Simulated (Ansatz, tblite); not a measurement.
**The cluster Ge2O+: which isomer is lowest**

Aim: relax the candidate shapes of the cluster Ge2O+ that a cheap search turned up, and see how the levels of theory order them.

The runs use Ansatz 0.2.0, Gaussian basis; relaxed with PBE0-D4/def2-TZVP, doublet.

## (1) Starting geometry

3 atoms, charge 1, spin multiplicity 2.

Atoms are counted from 1 here; the program's logs count them from 0.

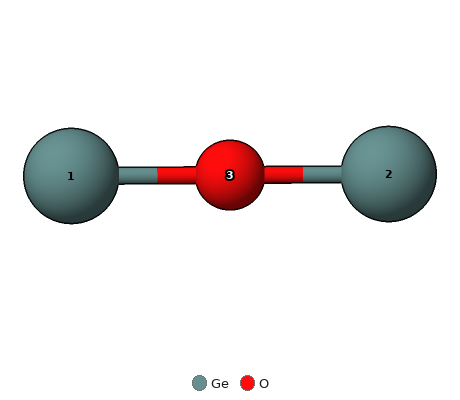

Start geometry, drawn with germanium teal, oxygen red; atoms are numbered from 1 in the order of the file.

The ion is computed in the gas phase, without counter-ions or solvent.

A search from random starts with GFN2-xTB found 3 distinct shapes; 2 go on here. The structure above is candidate A, which lies 0.00 eV above the lowest at that level; B lies 0.86 eV above the lowest at that level.

## (2) Relaxing candidate A

The input, in.yaml:

```yaml
crystal:
  periodic: [false, false, false]
  atoms:
    - {symbol: Ge, position_ang: [0.099990, -0.890920, 1.500290]}
    - {symbol: Ge, position_ang: [-0.100430, 0.890640, -1.500280]}
    - {symbol: O, position_ang: [0.000440, 0.000280, -0.000010]}
basis:
  gaussian: {orbitals: def2-TZVP}
total_charge: 1
magnetization: {spin_polarized: true, initial_magnetization: 1}
hamiltonian: {xc: pbe0, dispersion: d4}
scf: {lower_state_search: "off"}
output: {orbitals: {seedname: orbitals}}
relax: {f_tol: 0.02, max_steps: 100}
```

Started as:

```console
$ ansatz run in.yaml --threads 4 --pin off --events-out ev --progress --plain --max-ram 3916MiB
```

Output (excerpt; [...] marks lines left out):

```text
Functional definition: PBE0
  name "PBE0"
  cite "Adamo & Barone, J. Chem. Phys. 110, 6158 (1999) doi:10.1063/1.478522"
  cite "Perdew, Burke & Ernzerhof, Phys. Rev. Lett. 77, 3865 (1996) doi:10.1103/PhysRevLett.77.3865"
  parent pbe
[...]
886 factors; integrals over basis functions are off by at most 3.0e-4 eV
[...]
mean field -115060.63272905 eV, -4228.4002618947 hartree, gradient 4.8e-6 eV, S^2 0.760467; 0 other end points of the search recorded, 0 dependent functions left out
[...]
reference -115060.63275233 eV, -4228.4002627501 hartree; 36, 35 occupied and 91, 92 virtual orbitals, 886 factors
relax step   1: F+E_penalty+E_count = -115060.70376722 eV  Δ(F+E_penalty+E_count) = +0.000e0 eV  max|allowed force component| = 2.262e-1 eV/Å  Δτ_max = 0.0000 Å  (18 SCF iters, accepted)
[...]
relax step   2: F+E_penalty+E_count = -115060.70562088 eV  Δ(F+E_penalty+E_count) = -1.854e-3 eV  max|allowed force component| = 9.685e-2 eV/Å  Δτ_max = 0.0050 Å  (18 SCF iters, accepted)
[...]
relax step   3: F+E_penalty+E_count = -115060.70604080 eV  Δ(F+E_penalty+E_count) = -4.199e-4 eV  max|allowed force component| = 1.908e-3 eV/Å  Δτ_max = 0.0037 Å  (19 SCF iters, accepted)
Total energy: -115060.70606411 eV, -4228.4029569085 hartree
Atom 0 at     0.100567    -0.895301     1.507751 Å, force     0.000263    -0.000219     0.000601 eV/Å
Atom 1 at    -0.100851     0.895130    -1.507760 Å, force     0.000095     0.001271    -0.001908 eV/Å
Atom 2 at     0.000285     0.000172     0.000009 Å, force    -0.000357    -0.001053     0.001307 eV/Å
Dipole moment:    -0.000167     0.000062    -0.000262 e Å
Checks for a lower state left out: stability, starts, cluster_reference, orbital_swaps, neighbouring_geometries, increment
```

It took 4.9 s on 4 threads of Arm Neoverse V2, shared host.

Relaxation path:

| step | energy from step 1 (eV) | largest force component (eV/Å) |
| --- | --- | --- |
| 1 | 0.0000 | 0.2262 |
| 2 | -0.0019 | 0.0969 |
| 3 | -0.0023 | 0.0019 |

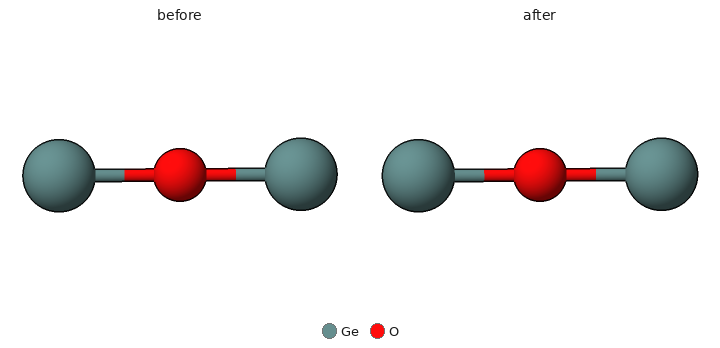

Before and after, at one scale.

Close pairs (by a distance rule), those that changed most:

```
  bond  before (Å)  after (Å)  change (Å)
Ge2–O3       1.747      1.756      +0.009
Ge1–O3       1.748      1.756      +0.009
```

## (3) Relaxing candidate B

The input, in.yaml:

```yaml
crystal:
  periodic: [false, false, false]
  atoms:
    - {symbol: Ge, position_ang: [0.399080, 1.357090, -0.287110]}
    - {symbol: Ge, position_ang: [0.052810, -1.175060, 0.836830]}
    - {symbol: O, position_ang: [-0.451880, -0.182030, -0.549720]}
basis:
  gaussian: {orbitals: def2-TZVP}
total_charge: 1
magnetization: {spin_polarized: true, initial_magnetization: 1}
hamiltonian: {xc: pbe0, dispersion: d4}
scf: {lower_state_search: "off"}
output: {orbitals: {seedname: orbitals}}
relax: {f_tol: 0.02, max_steps: 100}
```

Launched as before.

Output (excerpt; [...] marks lines left out):

```text
Functional definition: PBE0
  name "PBE0"
  cite "Adamo & Barone, J. Chem. Phys. 110, 6158 (1999) doi:10.1063/1.478522"
  cite "Perdew, Burke & Ernzerhof, Phys. Rev. Lett. 77, 3865 (1996) doi:10.1103/PhysRevLett.77.3865"
  parent pbe
[...]
887 factors; integrals over basis functions are off by at most 2.6e-4 eV
[...]
mean field -115060.57449220 eV, -4228.3981217299 hartree, gradient 6.0e-6 eV, S^2 0.753959; 0 other end points of the search recorded, 0 dependent functions left out
[...]
reference -115060.57451553 eV, -4228.3981225873 hartree; 36, 35 occupied and 91, 92 virtual orbitals, 887 factors
relax step   1: F+E_penalty+E_count = -115060.64441186 eV  Δ(F+E_penalty+E_count) = +0.000e0 eV  max|allowed force component| = 3.114e-1 eV/Å  Δτ_max = 0.0000 Å  (20 SCF iters, accepted)
[...]
relax step   3: F+E_penalty+E_count = -115060.65117794 eV  Δ(F+E_penalty+E_count) = -9.965e-4 eV  max|allowed force component| = 4.962e-2 eV/Å  Δτ_max = 0.0093 Å  (28 SCF iters, accepted)
[...]
relax step   4: F+E_penalty+E_count = -115060.65128186 eV  Δ(F+E_penalty+E_count) = -1.039e-4 eV  max|allowed force component| = 6.141e-3 eV/Å  Δτ_max = 0.0026 Å  (18 SCF iters, accepted)
Total energy: -115060.65130498 eV, -4228.4009445473 hartree
Atom 0 at     0.405016     1.343795    -0.269758 Å, force     0.001163     0.006141    -0.002248 eV/Å
Atom 1 at     0.063238    -1.155062     0.839314 Å, force    -0.000563    -0.005714     0.002859 eV/Å
Atom 2 at    -0.468245    -0.188733    -0.569556 Å, force    -0.000601    -0.000428    -0.000611 eV/Å
Dipole moment:     0.163889     0.066057     0.199348 e Å
Checks for a lower state left out: stability, starts, cluster_reference, orbital_swaps, neighbouring_geometries, increment
```

Wall time 7.5 s (4 threads of Arm Neoverse V2, shared host).

Step by step:

```csv
step,energy from step 1 (eV),largest force component (eV/Å)
1,0.0000,0.3114
2,-0.0058,0.1541
3,-0.0068,0.0496
4,-0.0069,0.0061
```

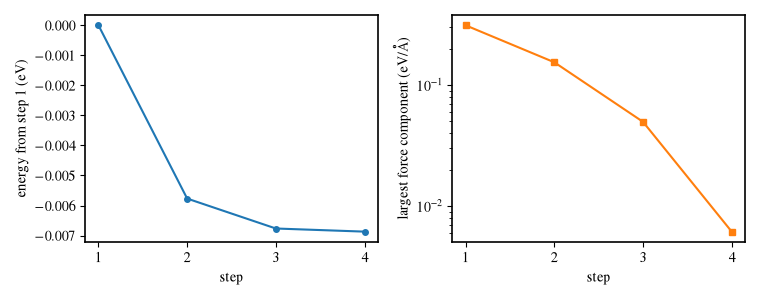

Energy and largest force along the relaxation.

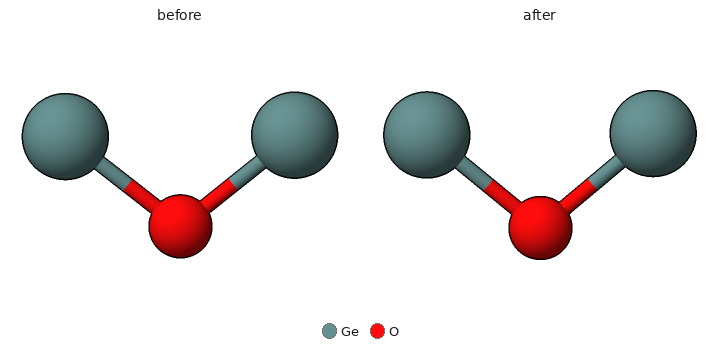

Before and after, at one scale.

Distances of close pairs at the start and the end, largest changes first:

```csv
bond,before (Å),after (Å),change (Å)
Ge1–O3,1.778,1.789,+0.011
Ge2–O3,1.779,1.789,+0.011
```

## (4) The relaxed candidates

```
candidate  point group  bonds (count, mean Å)  energy above the lowest (eV)
        A        Dinfh           Ge–O 2, 1.76                         0.000
        B          C2v           Ge–O 2, 1.79                         0.055
```

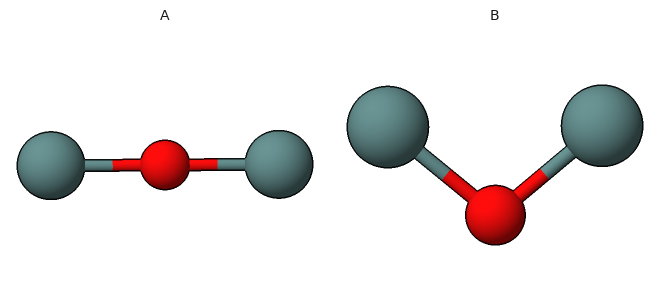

The candidates after relaxation.

## (5) Candidate B, GFN1-xTB

Tight binding, by tblite at 300 K electronic temperature and without a spin-polarisation term:

```python
tblite.interface.Calculator('GFN1-xTB', numbers, positions, charge=1, uhf=1).singlepoint()
```

Energy -204.9629 eV; 0.003 s.

## (6) Candidate B, GFN2-xTB

Tight binding, by tblite at 300 K electronic temperature and without a spin-polarisation term:

```python
tblite.interface.Calculator('GFN2-xTB', numbers, positions, charge=1, uhf=1).singlepoint()
```

Energy -204.5203 eV; 0.002 s.

## (7) Candidate B, PBE0-D4/def2-TZVP

start.molden holds the orbitals of an earlier run on this state, given as this run's starting guess.

The input, in.yaml:

```yaml
crystal:
  periodic: [false, false, false]
  atoms:
    - {symbol: Ge, position_ang: [0.405016, 1.343795, -0.269758]}
    - {symbol: Ge, position_ang: [0.063238, -1.155062, 0.839314]}
    - {symbol: O, position_ang: [-0.468245, -0.188733, -0.569556]}
basis:
  gaussian: {orbitals: def2-TZVP, initial_orbitals: start.molden}
total_charge: 1
magnetization: {spin_polarized: true, initial_magnetization: 1}
hamiltonian: {xc: pbe0, dispersion: d4}
scf: {omitted_lower_state_checks: [starts]}
output: {orbitals: {seedname: orbitals}}
```

The command is unchanged.

Output:

```text
Functional definition: PBE0
  name "PBE0"
  cite "Adamo & Barone, J. Chem. Phys. 110, 6158 (1999) doi:10.1063/1.478522"
  cite "Perdew, Burke & Ernzerhof, Phys. Rev. Lett. 77, 3865 (1996) doi:10.1103/PhysRevLett.77.3865"
  parent pbe
  parameter a = 0.25
  parameter kappa = 0.804
  parameter beta = 0.06672455060314922
  exchange = (1 - a)*pbe_x(kappa = kappa, mu = beta*pi^2/3) + a*exact_x
  correlation = pbe_c(beta = beta)
these checks for a lower state are left out or cut short: starts
848 factors; integrals over basis functions are off by at most 9.6e-4 eV
mean field evaluation 1: about -115060.5233 eV, gradient 3.3e-1 eV
mean field evaluation 2: about -115060.5819 eV, gradient 1.9e-4 eV
mean field evaluation 4: about -115060.5819 eV, gradient 1.7e-5 eV
mean field -115060.58190162 eV, -4228.3983940211 hartree, gradient 1.7e-5 eV, S^2 0.754218; 0 other end points of the search recorded, 0 dependent functions left out
reference -115060.58192475 eV, -4228.3983948709 hartree; 36, 35 occupied and 91, 92 virtual orbitals, 848 factors
Total energy: -115060.65129016 eV, -4228.4009440029 hartree
Checks for a lower state left out: starts
```

Run time: 1.4 s. Hardware: 4 threads of Arm Neoverse V2, shared host.

From the report: HOMO -11.39 eV, LUMO -8.66 eV (over both spins); ⟨S²⟩ 0.754 (pure: 0.75).

## (8) Candidate B, PBE-D4/def2-TZVP

Edit in.yaml of step 7 so:

```diff
@@ -10,4 +10,4 @@
 magnetization: {spin_polarized: true, initial_magnetization: 1}
-hamiltonian: {xc: pbe0, dispersion: d4}
+hamiltonian: {xc: pbe, dispersion: d4}
 scf: {omitted_lower_state_checks: [starts]}
-output: {orbitals: {seedname: orbitals}}
+output: {forces: true, orbitals: {seedname: orbitals}}
```

Same command.

Output (excerpt; [...] marks lines left out):

```text
Functional definition: PBE
  name "PBE"
  cite "Perdew, Burke & Ernzerhof, Phys. Rev. Lett. 77, 3865 (1996) doi:10.1103/PhysRevLett.77.3865"
  parent pbe
[...]
867 factors; their error is unknown
[...]
mean field -115058.19907103 eV, -4228.3108266119 hartree, gradient 7.2e-6 eV, S^2 0.752288; 0 other end points of the search recorded, 0 dependent functions left out
[...]
reference -115058.19910183 eV, -4228.3108277437 hartree; 36, 35 occupied and 91, 92 virtual orbitals, 867 factors
Total energy: -115058.28206289 eV, -4228.3138765067 hartree
Atom 0 at     0.405016     1.343795    -0.269758 Å, force     0.334027     0.662615     0.065326 eV/Å
Atom 1 at     0.063238    -1.155062     0.839314 Å, force     0.181071    -0.454774     0.561072 eV/Å
Atom 2 at    -0.468245    -0.188733    -0.569556 Å, force    -0.515098    -0.207841    -0.626398 eV/Å
Dipole moment:     0.150910     0.060822     0.183563 e Å
Checks for a lower state left out: starts
```

Wall time 1.5 s (4 threads of Arm Neoverse V2, shared host).

Report: HOMO -10.51 eV, LUMO -9.54 eV (over both spins); ⟨S²⟩ 0.752 (pure: 0.75).

## (9) Candidate B, r2SCAN-D4/def2-TZVP

Edit in.yaml of step 8 so:

```diff
@@ -10,4 +10,4 @@
 magnetization: {spin_polarized: true, initial_magnetization: 1}
-hamiltonian: {xc: pbe, dispersion: d4}
+hamiltonian: {xc: r2scan, dispersion: d4}
 scf: {omitted_lower_state_checks: [starts]}
-output: {forces: true, orbitals: {seedname: orbitals}}
+output: {orbitals: {seedname: orbitals}}
```

Launched as before.

Output:

```text
Functional definition: r2SCAN
  name "r2SCAN"
  cite "Furness, Kaplan, Ning, Perdew & Sun, J. Phys. Chem. Lett. 11, 8208 (2020) doi:10.1021/acs.jpclett.0c02405"
  cite "Furness, Kaplan, Ning, Perdew & Sun, J. Phys. Chem. Lett. 11, 9248 (2020) doi:10.1021/acs.jpclett.0c03077"
  parent r2scan
  parameter k0 = 0.174
  parameter k1 = 0.065
  parameter a1 = 4.9479
  exchange = r2scan_x(k0 = k0, k1 = k1, a1 = a1)
  correlation = r2scan_c
these checks for a lower state are left out or cut short: starts
867 factors; their error is unknown
mean field evaluation 1: about -115075.4235 eV, gradient 5.7e0 eV
mean field evaluation 2: about -115075.4723 eV, gradient 7.0e-2 eV
mean field evaluation 4: about -115075.4573 eV, gradient 1.8e-4 eV
mean field evaluation 8: about -115075.4573 eV, gradient 2.4e-5 eV
mean field -115075.45727881 eV, -4228.9450540499 hartree, gradient 2.4e-5 eV, S^2 0.756331; 0 other end points of the search recorded, 0 dependent functions left out
reference -115075.45728929 eV, -4228.9450544349 hartree; 36, 35 occupied and 91, 92 virtual orbitals, 867 factors
Total energy: -115075.47252980 eV, -4228.9456145133 hartree
Checks for a lower state left out: starts
```

It took 3.3 s on 4 threads of Arm Neoverse V2, shared host.

Report: HOMO -10.85 eV, LUMO -9.28 eV (over both spins); ⟨S²⟩ 0.756 (pure: 0.75).

## (10) Candidate B, r2SCAN0-D4/def2-TZVP

Edit in.yaml of step 9 so:

```diff
@@ -10,3 +10,3 @@
 magnetization: {spin_polarized: true, initial_magnetization: 1}
-hamiltonian: {xc: r2scan, dispersion: d4}
+hamiltonian: {xc: {name: r2SCAN0}, dispersion: d4}
 scf: {omitted_lower_state_checks: [starts]}
```

The command is unchanged.

Output (excerpt; [...] marks lines left out):

```text
Functional definition: r2SCAN0
  name "r2SCAN0"
  cite "Bursch, Neugebauer, Ehlert & Grimme, J. Chem. Phys. 156, 134105 (2022) doi:10.1063/5.0086040"
  cite "Furness, Kaplan, Ning, Perdew & Sun, J. Phys. Chem. Lett. 11, 8208 (2020) doi:10.1021/acs.jpclett.0c02405"
  cite "Furness, Kaplan, Ning, Perdew & Sun, J. Phys. Chem. Lett. 11, 9248 (2020) doi:10.1021/acs.jpclett.0c03077"
  parent r2scan
[...]
848 factors; integrals over basis functions are off by at most 9.6e-4 eV
[...]
mean field -115073.88269548 eV, -4228.8871891797 hartree, gradient 1.8e-5 eV, S^2 0.758290; 0 other end points of the search recorded, 0 dependent functions left out
reference -115073.88270368 eV, -4228.8871894813 hartree; 36, 35 occupied and 91, 92 virtual orbitals, 848 factors
Total energy: -115073.90254774 eV, -4228.8879187368 hartree
Checks for a lower state left out: starts
```

Wall time 3.8 s (4 threads of Arm Neoverse V2, shared host).

HOMO -11.63 eV, LUMO -8.47 eV (over both spins); ⟨S²⟩ 0.758 (pure: 0.75).

## (11) Candidate B, PBE-QIDH/def2-TZVP

Edit in.yaml of step 10 so:

```diff
@@ -10,4 +10,3 @@
 magnetization: {spin_polarized: true, initial_magnetization: 1}
-hamiltonian: {xc: {name: r2SCAN0}, dispersion: d4}
+hamiltonian: {xc: {name: PBE-QIDH}}
 scf: {omitted_lower_state_checks: [starts]}
-output: {orbitals: {seedname: orbitals}}
```

Same command.

Output (excerpt; [...] marks lines left out):

```text
Functional definition: PBE-QIDH
  name "PBE-QIDH"
  cite "Brémond, Sancho-García, Pérez-Jiménez & Adamo, J. Chem. Phys. 141, 031101 (2014) doi:10.1063/1.4890314"
  cite "Perdew, Burke & Ernzerhof, Phys. Rev. Lett. 77, 3865 (1996) doi:10.1103/PhysRevLett.77.3865"
[...]
848 factors; integrals over basis functions are off by at most 9.6e-4 eV
[...]
mean field -115035.34354920 eV, -4227.4709016766 hartree, gradient 3.0e-6 eV, S^2 0.762573; 0 other end points of the search recorded, 0 dependent functions left out
19 core orbitals not correlated: weight in the atoms' cores, before any rotation towards them, 1.000 or more for the frozen orbitals, at most 0.000 for the correlated occupied ones
reference -115035.34355864 eV, -4227.4709020237 hartree; 17, 16 occupied and 91, 92 virtual orbitals, 848 factors
second order -20.03727576 eV of doubles, -0.00000000 eV of singles
Total energy: -115042.02265056 eV, -4227.7163541245 hartree
Checks for a lower state left out: starts
```

It took 2.8 s on 4 threads of Arm Neoverse V2, shared host.

From the report: ⟨S²⟩ 0.763 (pure: 0.75).

## (12) Candidate B, CCSD(T)/def2-TZVPP

The input, in.yaml:

```yaml
crystal:
  periodic: [false, false, false]
  atoms:
    - {symbol: Ge, position_ang: [0.405016, 1.343795, -0.269758]}
    - {symbol: Ge, position_ang: [0.063238, -1.155062, 0.839314]}
    - {symbol: O, position_ang: [-0.468245, -0.188733, -0.569556]}
basis:
  gaussian: {orbitals: def2-TZVPP, initial_orbitals: start.molden}
total_charge: 1
magnetization: {spin_polarized: true, initial_magnetization: 1}
correlation: {method: ccsd_t}
scf: {omitted_lower_state_checks: [starts, cluster_reference]}
output: {orbitals: {seedname: orbitals}}
```

Launched as before.

Output (excerpt; [...] marks lines left out):

```text
Functional definition: HF
  name "HF"
  cite "Fock, Z. Phys. 61, 126 (1930) doi:10.1007/BF01340294"
  parent pbe
[...]
848 factors; integrals over basis functions are off by at most 9.6e-4 eV
[...]
mean field -114978.94924777 eV, -4225.3984493247 hartree, gradient 1.5e-6 eV, S^2 0.777061; 0 other end points of the search recorded, 0 dependent functions left out
19 core orbitals not correlated: weight in the atoms' cores, before any rotation towards them, 1.000 or more for the frozen orbitals, at most 0.000 for the correlated occupied ones
reference -114978.94924777 eV, -4225.3984493247 hartree; 17, 16 occupied and 91, 92 virtual orbitals, 848 factors
second order -17.56989349 eV of doubles, -0.00000000 eV of singles
cycle   1  -16.67083007 eV  change    9.0e-1 eV  update   1.4e-1
[...]
cycle  12  -17.48592369 eV  change    3.7e-6 eV  update   9.0e-6
perturbative correction -0.82130775 eV, -0.0301825030 hartree
Total energy: -114997.25647921 eV, -4226.0712276709 hartree
Checks for a lower state left out: starts, cluster_reference
```

It took 14 s on 4 threads of Arm Neoverse V2, shared host; peak memory 0.95 GiB.

From the report: Hartree-Fock HOMO -13.33 eV, LUMO -5.12 eV (over both spins); ⟨S²⟩ 0.777 (pure: 0.75); T1 0.019.

## (13) B against A

The energies of A at these levels come from its own runs, whose logs aren't repeated here.

Differences are taken before rounding.

```
              method  B above A (eV)  from CCSD(T)/def2-TZVPP (eV)     time
            GFN1-xTB           0.393                        +0.449  0.005 s
            GFN2-xTB           0.824                        +0.881  0.004 s
       HF/def2-TZVPP           0.053                        +0.109         
    PBE-D4/def2-TZVP           0.101                        +0.157    4.3 s
 r2SCAN-D4/def2-TZVP           0.086                        +0.142     37 s
   PBE0-D4/def2-TZVP           0.055                        +0.111     37 s
r2SCAN0-D4/def2-TZVP           0.047                        +0.103     52 s
  PBE-QIDH/def2-TZVP          -0.062                        -0.006     14 s
      MP2/def2-TZVPP          -0.160                        -0.104         
     CCSD/def2-TZVPP          -0.051                        +0.005         
  CCSD(T)/def2-TZVPP          -0.056                             0     30 s
```

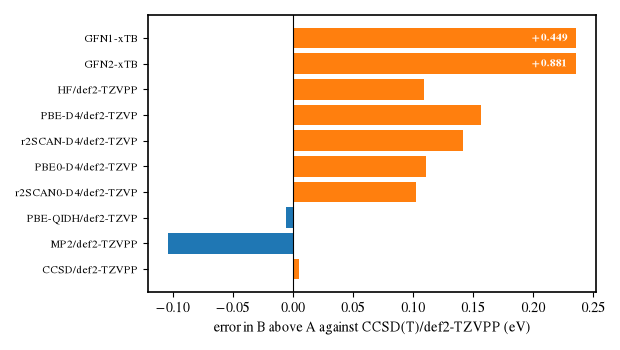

Error of each method against CCSD(T)/def2-TZVPP. Bars with a number in them are cut short.

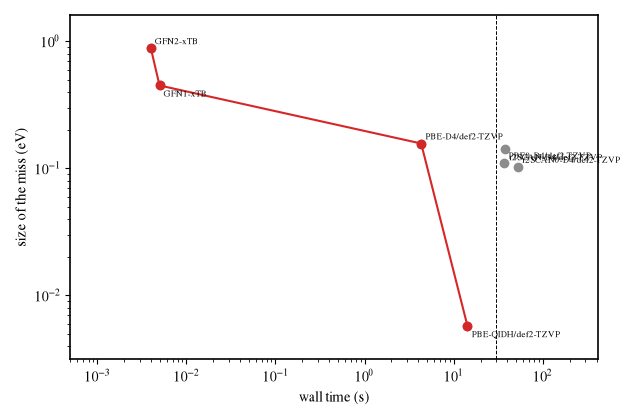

Miss against cost. Red marks the levels that no quicker level drawn beats (of those quicker than the yardstick), and the dashed line is the time of CCSD(T)/def2-TZVPP. Times are from a shared host.

Times add the two runs; a level without a time comes out of a correlated run.

## (14) What came out

| quantity | value |
| --- | --- |
| B above A, CCSD(T)/def2-TZVPP | -0.056 eV |
| levels that put B lower | PBE-QIDH/def2-TZVP, MP2/def2-TZVPP, CCSD/def2-TZVPP, CCSD(T)/def2-TZVPP |

In words: The levels disagree on B and A: 4 of 11 put B lower. CCSD(T)/def2-TZVPP isn't at the basis-set limit; small misses against it rank nothing. A random search of this size may have missed the true lowest shape. Only doublets are compared; another spin may lie lower and prefer another shape.
